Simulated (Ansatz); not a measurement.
```yaml
atoms:
  - { symbol: Ga, position_ang: [0.0799, -0.4474, -0.5142] }
  - { symbol: Cl, position_ang: [0.0539, -0.0386, 2.8940] }
  - { symbol: Cl, position_ang: [1.9585, 0.2823, -1.1903] }
  - { symbol: H, position_ang: [-1.3054, 0.1400, -0.8187] }
  - { symbol: F, position_ang: [0.2371, -1.9320, 0.3575] }
  - { symbol: H, position_ang: [0.2909, -1.2366, 2.3564] }
```

Not at a stationary point (largest force 1.3 eV/Å).

Method: RKS r2SCANh-D4/def2-SVP (Ansatz 0.2.0).

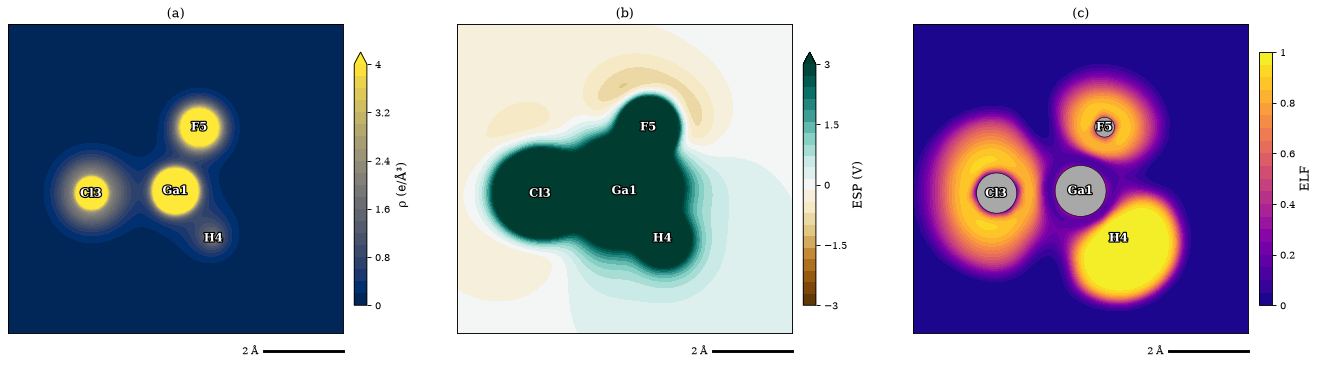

ClFGaH···HCl. (a) total electron density; (b) electrostatic potential; (c) electron localisation function on the plane of atoms Cl3, Ga1 and H4. Grey discs cover the atomic cores in the ELF map.

**Describe what can be read from this map.**

- The section cuts through Ga, Cl, H and F sites.
- Ga–F (1.73 Å): ρ is about 0.88 e/Å³ halfway; the ELF peaks at about 0.80 in the valence shell of F, 0.5 Å from its nucleus, and is about 0.20 at the midpoint.
- Ga–Cl (2.13 Å): the density is about 0.71 e/Å³ at the midpoint; the ELF peaks at about 0.85 in the valence shell of Cl, 0.8 Å from its nucleus, and is about 0.55 at the midpoint.
- Ga–H (1.54 Å): ρ is about 1.1 e/Å³ halfway; the ELF climbs to about 1 towards the hydrogen.
- The ELF also peaks beside Cl3 and F5, away from the bonds: lone-pair regions.
- Outside the dense part of the complex the potential is most negative (−1.0 V) near F5.
